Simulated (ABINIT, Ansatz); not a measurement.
**F (C2/c): one start, several treatments of the self-energy**

Wanted: the gap of F (C2/c) under several approximations, with cost.

Method: LDA and many-body steps on it, plane waves, in ABINIT 10.8.3.

### 1. The starting structure

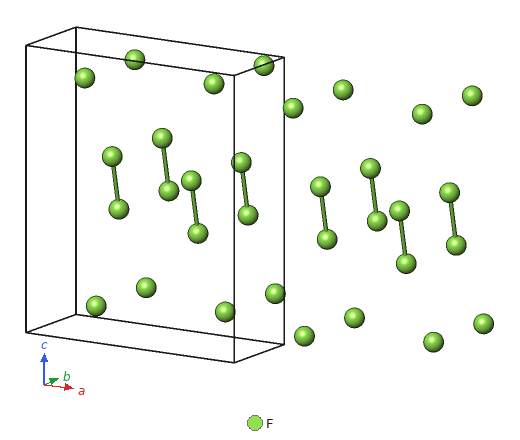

The cell as given, slightly off an axis (fluorine green). 2×2×1 cells are drawn. This picture shows the conventional cell, with its axes. Bonds to atoms that aren't drawn are left out.

As a file:

```cif
data_structure
_symmetry_space_group_name_H-M 'C2/c'
_symmetry_Int_Tables_number 15
_cell_length_a 5.1126
_cell_length_b 3.1681
_cell_length_c 6.6216
_cell_angle_alpha 90.000
_cell_angle_beta 94.870
_cell_angle_gamma 90.000
_cell_volume 106.86
loop_
_atom_site_label
_atom_site_type_symbol
_atom_site_symmetry_multiplicity
_atom_site_Wyckoff_symbol
_atom_site_fract_x
_atom_site_fract_y
_atom_site_fract_z
_atom_site_occupancy
F1 F 8 f 0.75558 0.15975 0.59796 1
```

The cell and positions are those that the Materials Project relaxed with its own functionals (PBE, PBE+U or r2SCAN), kept fixed.

### 2. Empty states on the mesh, 4×4×2 mesh, 108 bands

This step: ABINIT 10.8.3; DFT, LDA, plane waves, norm-conserving pseudopotentials.

The sums over transitions need many empty states on a uniform mesh; this step solves for them.

Contents of run.abi:

```
acell 3*1.0 Angstrom
rprim 
  2.556322424600 -1.584027248600 -0.000000000000
  2.556322424600 1.584027248600 -0.000000000000
  -0.562110604000 -0.000000000000 6.597708898900
ntypat 1
znucl 9
natom 4
typat 1 1 1 1
xred 
  0.595832880000 0.915335970000 0.597955500000
  0.084664030000 0.404167120000 0.902044500000
  0.404167120000 0.084664030000 0.402044500000
  0.915335970000 0.595832880000 0.097955500000
pp_dirpath "pseudos"
pseudos "F.upf"
ecut 36
ngkpt 4 4 2
nshiftk 1
shiftk 0 0 0
kptopt 1
chksymbreak 0
irdden 1
istwfk *1
nband 108
prtvol 0
optdriver 6
gwr_task "HDIAGO"
paral_kgb 0
occopt 1
indata_prefix "in"
outdata_prefix "out"
tmpdata_prefix "tmp"
```

Launch:

```sh
$ OMP_NUM_THREADS=1 mpirun -n 4 abinit run.abi > log
```

The program printed:

```text
.Version 10.8.3 of ABINIT. v10.8.2 released Aug 2026.

 Symmetries : space group C2/c (# 15); Bravais mC (1-face-center monocl.)
[... echo of the input left out ...]
== DATASET  1 ==================================================================
-   mpi_nproc: 4, omp_nthreads: 1 (-1 if OMP is not activated)

--- !DatasetInfo
iteration_state: {dtset: 1, }
dimensions: {natom: 4, nkpt: 14, mband: 108, nsppol: 1, nspinor: 1, nspden: 1, mpw: 3742, }
cutoff_energies: {ecut:  36.0, pawecutdg:  -1.0, }
[...]
Direct band gap semiconductor
 Fundamental gap:     2.348 (eV)
   VBM:    -4.080 (eV) at k: [ 0.0000E+00,  0.0000E+00,  0.0000E+00]
   CBM:    -1.732 (eV) at k: [ 0.0000E+00,  0.0000E+00,  0.0000E+00]
 Direct gap:         2.348 (eV) at k: [ 0.0000E+00,  0.0000E+00,  0.0000E+00]

== END DATASET(S) ==============================================================
================================================================================

 -outvars: echo values of variables after computation  --------
           etotal      0.0000000000E+00
            nband         108
             nkpt          14
          spgroup          15
 [... the other variables as echoed above ...]

 Calculation completed.
```

Wall time 3.4 min (4 MPI ranks of Arm Neoverse N1, shared host); peak memory 3.2 GiB; 14 min of CPU time.

This step gave:

* gap: 2.348 eV
* k of the valence top: 0, 0, 0
* k of the conduction bottom: 0, 0, 0
* least direct gap: 2.348 eV
* k points computed: 14
* lowest point of the top converged band, above the valence top: 77.6368 eV

On this mesh the gap is 2.348 eV.

The density comes from a self-consistent run that is not shown.

### 3. Screening, 4×4×2 mesh, 49 bands, screening to 114.3 eV

The RPA dielectric matrix is built and inverted for each q.

This step: RPA screening on LDA, plane waves, norm-conserving pseudopotentials.

Changes to run.abi since step 2:

```diff
@@ -22,10 +22,11 @@
 chksymbreak 0
-irdden 1
 istwfk *1
-nband 108
-prtvol 0
-optdriver 6
-gwr_task "HDIAGO"
-paral_kgb 0
 occopt 1
+irdwfk 1
+optdriver 3
+nband 49
+ecuteps 4.2
+inclvkb 2
+awtr 1
+symchi 1
 indata_prefix "in"
```

The program printed:

```text
.Version 10.8.3 of ABINIT. v10.8.2 released Aug 2026.

 Symmetries : space group C2/c (# 15); Bravais mC (1-face-center monocl.)
[... echo of the input left out ...]
== DATASET  1 ==================================================================
-   mpi_nproc: 4, omp_nthreads: 1 (-1 if OMP is not activated)

--- !DatasetInfo
iteration_state: {dtset: 1, }
dimensions: {natom: 4, nkpt: 14, mband: 49, nsppol: 1, nspinor: 1, nspden: 1, mpw: 3742, }
cutoff_energies: {ecut:  36.0, pawecutdg:  -1.0, }
electrons: {nelect:   2.80000000E+01, charge:   0.00000000E+00, occopt:   1.00000000E+00, tsmear:   1.00000000E-02, }

 SCREENING: Calculation of the susceptibility and dielectric matrices

 Based on a program developped by R.W. Godby, V. Olevano, G. Onida, and L. Reining.
 Incorporated in ABINIT by V. Olevano, G.-M. Rignanese, and M. Torrent.
.Using double precision arithmetic ; gwpc =  8

[... cell and pseudopotentials left out ...]
--------------------------------------------------------------------------------

 ==== K-mesh for the wavefunctions ====
 Number of points in the irreducible wedge :    14
[... list of points left out ...]
 Together with  4 symmetry operations and time-reversal symmetry
 yields    32 points in the full Brillouin Zone.

 ==== Q-mesh for the screening function ====
 Number of points in the irreducible wedge :    14
[... list of points left out ...]
 Together with  4 symmetry operations and time-reversal symmetry
 yields    32 points in the full Brillouin Zone.

 setmesh: FFT mesh size selected  =    24x   24x   48
          total number of points  =        27648

 vcoul_init : cutoff-mode = AUXILIARY_FUNCTION
 q-points for optical limit:   1
     1)      0.000010    0.000020    0.000030

- screening: taking advantage of time-reversal symmetry
- Maximum band index for partially occupied states nbvw = 14
- Remaining bands to be divided among processors   nbcw = 35
- Number of bands treated by each node ~8

 Number of electrons calculated from density =   28.0000; Expected =   28.0000
 average of density, n =  0.077653
 r_s =    1.4541
 omega_plasma =   26.8804 [eV]

 calculating chi0 at frequencies [eV] :
  1    0.000000E+00    0.000000E+00
  2    0.000000E+00    2.688039E+01

--------------------------------------------------------------------------------
  q-point number  1        q = ( 0.000000, 0.000000, 0.000000) [r.l.u.]
--------------------------------------------------------------------------------
[... chi0 elements left out ...]
 For q-point:  0.000010 0.000020 0.000030
  dielectric constant =   2.0594
  dielectric constant without local fields =   2.3471

  Average fulfillment of the sum rule on Im[epsilon] for q-point    1 :     36.56  [%]
[... wings left out ...]
  q-point number  2        q = ( 0.250000, 0.000000, 0.000000) [r.l.u.]
--------------------------------------------------------------------------------
[... chi0 elements left out ...]
  Average fulfillment of the sum rule on Im[epsilon] for q-point    2 :     40.13  [%]

 [... 12 further q-points ...]
```

Wall time 38 s (4 MPI ranks); peak memory 0.92 GiB.

Numbers from this step:

| Item | Value |
| --- | --- |
| ε∞ with local fields, on this mesh, along the program's q direction | 2.059 |
| the same without local fields | 2.347 |
| plasma frequency | 26.88 eV |
| plane waves in the screening matrix | 155 |

Local fields lower ε∞ by 12 %. On a Γ-centred mesh this coarse the value itself is usually too large, while a short band sum pulls it down.

### 4. G0W0, Godby-Needs plasmon pole

The self-energy is evaluated for the states that the input lists, and the levels follow from it, in one-shot runs by the linearised quasiparticle equation.

This step: G0W0 on LDA, plane waves, norm-conserving pseudopotentials.

Changes to run.abi since step 3:

```diff
@@ -25,8 +25,15 @@
 irdwfk 1
-optdriver 3
+optdriver 4
 nband 49
+gwcalctyp 0
+ecutsigx 36
+symsigma 1
+nkptgw 1
+kptgw 
+  0.0000000000 0.0000000000 0.0000000000
+bdgw 
+  13 16
 ecuteps 4.2
-inclvkb 2
-awtr 1
-symchi 1
+irdscr 1
+ppmodel 1
 indata_prefix "in"
```

The program printed:

```text
.Version 10.8.3 of ABINIT. v10.8.2 released Aug 2026.

 Symmetries : space group C2/c (# 15); Bravais mC (1-face-center monocl.)
[... echo of the input left out ...]
== DATASET  1 ==================================================================
-   mpi_nproc: 4, omp_nthreads: 1 (-1 if OMP is not activated)

--- !DatasetInfo
iteration_state: {dtset: 1, }
dimensions: {natom: 4, nkpt: 14, mband: 49, nsppol: 1, nspinor: 1, nspden: 1, mpw: 3742, }
cutoff_energies: {ecut:  36.0, pawecutdg:  -1.0, }
electrons: {nelect:   2.80000000E+01, charge:   0.00000000E+00, occopt:   1.00000000E+00, tsmear:   1.00000000E-02, }

 SIGMA: Calculation of the GW corrections

 Based on a program developped by R.W. Godby, V. Olevano, G. Onida, and L. Reining.
 Incorporated in ABINIT by V. Olevano, G.-M. Rignanese, and M. Torrent.
.Using double precision arithmetic ; gwpc =  8

[... cell and pseudopotentials left out ...]
--------------------------------------------------------------------------------

 ==== K-mesh for the wavefunctions ====
 Number of points in the irreducible wedge :    14
[... list of points left out ...]
 Together with  4 symmetry operations and time-reversal symmetry
 yields    32 points in the full Brillouin Zone.

 ==== Q-mesh for screening function ====
 Number of points in the irreducible wedge :    14
[... list of points left out ...]
 Together with  4 symmetry operations and time-reversal symmetry
 yields    32 points in the full Brillouin Zone.

 vcoul_init : cutoff-mode = AUXILIARY_FUNCTION
 q-points for optical limit:   1
     1)      0.000010    0.000020    0.000030
 setmesh: FFT mesh size selected  =    32x   32x   72
          total number of points  =        73728

 Number of electrons calculated from density =   28.0000; Expected =   28.0000
 average of density, n =  0.077653
 r_s =    1.4541
 omega_plasma =   26.8804 [eV]

 === KS Band Gaps ===
  >>>> For spin  1
   Minimum direct gap =   2.3481 [eV], located at k-point      :   0.0000  0.0000  0.0000
   Fundamental gap    =   2.3481 [eV], Top of valence bands at :   0.0000  0.0000  0.0000
                                       Bottom of conduction at :   0.0000  0.0000  0.0000
 SIGMA fundamental parameters:
 PLASMON POLE MODEL  1
 number of plane-waves for SigmaX                 3701
 number of plane-waves for SigmaC and W            155
 number of plane-waves for wavefunctions          3701
 number of bands                                    49
 number of independent spin polarizations            1
 number of spinorial components                      1
 number of k-points in IBZ                          14
 number of q-points in IBZ                          14
 number of symmetry operations                       4
 number of k-points in BZ                           32
 number of q-points in BZ                           32
 number of frequencies for dSigma/dE                 9
 frequency step for dSigma/dE [eV]                0.25
 number of omega for Sigma on real axis              0
 max omega for Sigma on real axis  [eV]           0.00
 zcut for avoiding poles [eV]                     0.10

 EPSILON^-1 parameters (SCR file):
 dimension of the eps^-1 matrix on file            155
 dimension of the eps^-1 matrix used               155
 number of plane-waves for wavefunctions          3701
 number of bands                                    49
 number of q-points in IBZ                          14
 number of frequencies                               2
 number of real frequencies                          1
 number of imag frequencies                          1

 matrix elements of self-energy operator (all in [eV])

 Perturbative Calculation

--- !SelfEnergy_ee
iteration_state: {dtset: 1, }
kpoint     : [   0.000,    0.000,    0.000, ]
spin       : 1
KS_gap     :    2.348
QP_gap     :    8.274
Delta_QP_KS:    5.926
data: !SigmaeeData |
     Band     E0 <VxcDFT>   SigX SigC(E0)      Z dSigC/dE  Sig(E)    E-E0       E
       13  -4.139 -23.575 -32.236   5.727   0.794  -0.260 -25.904  -2.329  -6.468
       14  -4.080 -23.618 -32.282   5.725   0.794  -0.259 -25.953  -2.334  -6.415
       15  -1.732 -22.265 -15.379  -2.430   0.806  -0.241 -18.673   3.591   1.859
       16  -0.609 -24.172 -16.310  -2.840   0.788  -0.269 -20.214   3.958   3.349

== END DATASET(S) ==============================================================
================================================================================

 -outvars: echo values of variables after computation  --------
           etotal      0.0000000000E+00
            nband          49
             nkpt          14
          spgroup          15
 [... the other variables as echoed above ...]

 Calculation completed.
```

It took 4.3 s on 4 MPI ranks; peak memory 0.61 GiB; 17 s of CPU time.

This step gave:

```yaml
g0w0_gap_on_the_points_computed: 8.274 eV
starting_gap_on_the_mesh: 2.348 eV
k_of_the_valence_top: 0, 0, 0
k_of_the_conduction_bottom: 0, 0, 0
z_at_the_valence_top: 0.794
z_at_the_conduction_bottom: 0.806
least_direct_g0w0_gap_on_the_computed_points: 8.274 eV
```

The gap on the mesh goes from 2.35 eV to 8.27 eV, a correction of +5.93 eV.

### 5. G0W0, Engel-Farid plasmon pole

Changes to run.abi since step 4:

```diff
@@ -37,3 +37,3 @@
 irdscr 1
-ppmodel 1
+ppmodel 4
 indata_prefix "in"
```

The program printed:

```text
.Version 10.8.3 of ABINIT. v10.8.2 released Aug 2026.

 Symmetries : space group C2/c (# 15); Bravais mC (1-face-center monocl.)
[... echo of the input left out ...]
== DATASET  1 ==================================================================
-   mpi_nproc: 4, omp_nthreads: 1 (-1 if OMP is not activated)

--- !DatasetInfo
iteration_state: {dtset: 1, }
dimensions: {natom: 4, nkpt: 14, mband: 49, nsppol: 1, nspinor: 1, nspden: 1, mpw: 3742, }
cutoff_energies: {ecut:  36.0, pawecutdg:  -1.0, }
electrons: {nelect:   2.80000000E+01, charge:   0.00000000E+00, occopt:   1.00000000E+00, tsmear:   1.00000000E-02, }

 SIGMA: Calculation of the GW corrections

 Based on a program developped by R.W. Godby, V. Olevano, G. Onida, and L. Reining.
 Incorporated in ABINIT by V. Olevano, G.-M. Rignanese, and M. Torrent.
.Using double precision arithmetic ; gwpc =  8

[... cell and pseudopotentials left out ...]
--------------------------------------------------------------------------------

 ==== K-mesh for the wavefunctions ====
 Number of points in the irreducible wedge :    14
[... list of points left out ...]
 Together with  4 symmetry operations and time-reversal symmetry
 yields    32 points in the full Brillouin Zone.

 ==== Q-mesh for screening function ====
 Number of points in the irreducible wedge :    14
[... list of points left out ...]
 Together with  4 symmetry operations and time-reversal symmetry
 yields    32 points in the full Brillouin Zone.

 vcoul_init : cutoff-mode = AUXILIARY_FUNCTION
 q-points for optical limit:   1
     1)      0.000010    0.000020    0.000030
 setmesh: FFT mesh size selected  =    32x   32x   72
          total number of points  =        73728

 Number of electrons calculated from density =   28.0000; Expected =   28.0000
[...]
number of k-points in IBZ                          14
 number of q-points in IBZ                          14
 number of symmetry operations                       4
 number of k-points in BZ                           32
 number of q-points in BZ                           32
 number of frequencies for dSigma/dE                 9
 frequency step for dSigma/dE [eV]                0.25
 number of omega for Sigma on real axis              0
 max omega for Sigma on real axis  [eV]           0.00
 zcut for avoiding poles [eV]                     0.10

 EPSILON^-1 parameters (SCR file):
 dimension of the eps^-1 matrix on file            155
 dimension of the eps^-1 matrix used               155
 number of plane-waves for wavefunctions          3701
 number of bands                                    49
 number of q-points in IBZ                          14
 number of frequencies                               2
 number of real frequencies                          1
 number of imag frequencies                          1

 matrix elements of self-energy operator (all in [eV])

 Perturbative Calculation

--- !SelfEnergy_ee
iteration_state: {dtset: 1, }
kpoint     : [   0.000,    0.000,    0.000, ]
spin       : 1
KS_gap     :    2.348
QP_gap     :    8.559
Delta_QP_KS:    6.210
data: !SigmaeeData |
     Band     E0 <VxcDFT>   SigX SigC(E0)      Z dSigC/dE  Sig(E)    E-E0       E
       13  -4.139 -23.575 -32.236   5.780   0.817  -0.224 -25.929  -2.354  -6.493
       14  -4.080 -23.618 -32.282   5.782   0.817  -0.223 -25.974  -2.356  -6.436
       15  -1.732 -22.265 -15.379  -2.212   0.825  -0.213 -18.410   3.854   2.122
       16  -0.609 -24.172 -16.310  -2.559   0.808  -0.238 -19.889   4.282   3.673

== END DATASET(S) ==============================================================
================================================================================

 -outvars: echo values of variables after computation  --------
           etotal      0.0000000000E+00
            nband          49
             nkpt          14
          spgroup          15
 [... the other variables as echoed above ...]

 Calculation completed.
```

Elapsed: 3.8 s, on 4 MPI ranks; peak memory 0.59 GiB; 15 s of CPU time.

Numbers from this step:

```yaml
g0w0_gap_on_the_points_computed: 8.558 eV
starting_gap_on_the_mesh: 2.348 eV
k_of_the_valence_top: 0, 0, 0
k_of_the_conduction_bottom: 0, 0, 0
z_at_the_valence_top: 0.817
z_at_the_conduction_bottom: 0.825
least_direct_g0w0_gap_on_the_computed_points: 8.558 eV
```

Against G0W0 in ABINIT (4×4×2 mesh, 49 bands, screening to 114.3 eV, Godby-Needs plasmon pole), the gap moves by +0.284 eV.

### 6. G0W0, Hybertsen-Louie plasmon pole

Changes to run.abi since step 5:

```diff
@@ -37,3 +37,3 @@
 irdscr 1
-ppmodel 4
+ppmodel 2
 indata_prefix "in"
```

The program printed:

```text
.Version 10.8.3 of ABINIT. v10.8.2 released Aug 2026.

 Symmetries : space group C2/c (# 15); Bravais mC (1-face-center monocl.)
[... echo of the input left out ...]
== DATASET  1 ==================================================================
-   mpi_nproc: 4, omp_nthreads: 1 (-1 if OMP is not activated)

--- !DatasetInfo
iteration_state: {dtset: 1, }
dimensions: {natom: 4, nkpt: 14, mband: 49, nsppol: 1, nspinor: 1, nspden: 1, mpw: 3742, }
cutoff_energies: {ecut:  36.0, pawecutdg:  -1.0, }
[...]
14  -4.080 -23.618 -32.282   5.108   0.890  -0.124 -26.784  -3.165  -7.246
       15  -1.732 -22.265 -15.379  -2.282   0.892  -0.120 -18.156   4.109   2.377
       16  -0.609 -24.172 -16.310  -2.498   0.886  -0.129 -19.421   4.751   4.142

== END DATASET(S) ==============================================================
================================================================================

 -outvars: echo values of variables after computation  --------
           etotal      0.0000000000E+00
            nband          49
             nkpt          14
          spgroup          15
 [... the other variables as echoed above ...]

 Calculation completed.
```

Wall time 4.3 s (4 MPI ranks); peak memory 0.6 GiB; 17 s of CPU time.

This step gave:

| Property | Result |
| --- | --- |
| G0W0 gap on the points computed | 9.623 eV |
| starting gap on the mesh | 2.348 eV |
| k of the valence top | 0, 0, 0 |
| k of the conduction bottom | 0, 0, 0 |
| least direct G0W0 gap on the computed points | 9.623 eV |

Against G0W0 in ABINIT (4×4×2 mesh, 49 bands, screening to 114.3 eV, Godby-Needs plasmon pole), the gap moves by +1.349 eV.

### 7. One-shot COHSEX

This step: one-shot COHSEX on LDA, plane waves, norm-conserving pseudopotentials.

Changes to run.abi since step 6:

```diff
@@ -27,3 +27,3 @@
 nband 49
-gwcalctyp 0
+gwcalctyp 7
 ecutsigx 36
@@ -37,3 +37,2 @@
 irdscr 1
-ppmodel 2
 indata_prefix "in"
```

The program printed:

```text
.Version 10.8.3 of ABINIT. v10.8.2 released Aug 2026.

 Symmetries : space group C2/c (# 15); Bravais mC (1-face-center monocl.)
[... echo of the input left out ...]
== DATASET  1 ==================================================================
-   mpi_nproc: 4, omp_nthreads: 1 (-1 if OMP is not activated)

--- !DatasetInfo
iteration_state: {dtset: 1, }
dimensions: {natom: 4, nkpt: 14, mband: 49, nsppol: 1, nspinor: 1, nspden: 1, mpw: 3742, }
cutoff_energies: {ecut:  36.0, pawecutdg:  -1.0, }
[...]
14  -4.080 -23.618 -32.282   4.188   1.000   0.000 -28.095  -4.476  -8.557
       15  -1.732 -22.265 -15.379  -3.791   1.000   0.000 -19.170   3.095   1.362
       16  -0.609 -24.172 -16.310  -4.197   1.000   0.000 -20.506   3.665   3.056

== END DATASET(S) ==============================================================
================================================================================

 -outvars: echo values of variables after computation  --------
           etotal      0.0000000000E+00
            nband          49
             nkpt          14
          spgroup          15
 [... the other variables as echoed above ...]

 Calculation completed.
```

It took 2.7 s on 4 MPI ranks; peak memory 0.17 GiB.

This step gave:

- quasiparticle gap on the points computed: 9.919 eV
- starting gap on the mesh: 2.348 eV
- k of the valence top: 0, 0, 0
- k of the conduction bottom: 0, 0, 0
- least direct quasiparticle gap on the computed points: 9.919 eV

Against G0W0 in ABINIT (4×4×2 mesh, 49 bands, screening to 114.3 eV, Godby-Needs plasmon pole), the gap moves by +1.645 eV.

[end of part 1 of 2]

[Paths, hosts, dates, memory and timing lines, banners, echoed tables and standing remarks are left out of the program output.]

[Logs are printed without paths, hosts, clocks, repeated set-up lines and the standing remarks that a program may print on its own settings, such as how far it seeks lower states.]

[Runs of the session that timed out or met a known fault of the program may be left out.]

[Hosts, paths, dates, database ids (printed as entryN), source tags and the programs' standing remarks are cut or masked in the printed files.]

[G0W0 gaps are taken among the corrected bands and points alone; a level outside them can change the order at an edge.]

[Where Ansatz stands beside ABINIT at settings called matched, ABINIT's density can come from a denser mesh and the files from another edition; pairs whose starting gaps differed by over 0.03 eV were left out, so agreement reads better than it is.]
